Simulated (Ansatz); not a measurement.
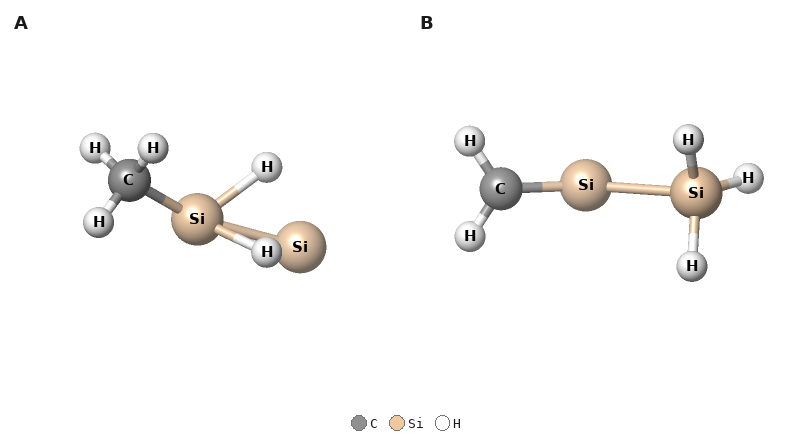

2 stationary structures of one formula. State: charge +1, singlet. Geometries: PBE-D4/def2-SVP. Electronic energies: PBE-D4/def2-SVP (Ansatz 0.2.0), without zero-point energy. No frequency run is at hand to confirm each as a minimum. Each is one conformer, not always the lowest.

> Which structure is the most stable?

A is lowest; B lies 27.8 kcal/mol above it.
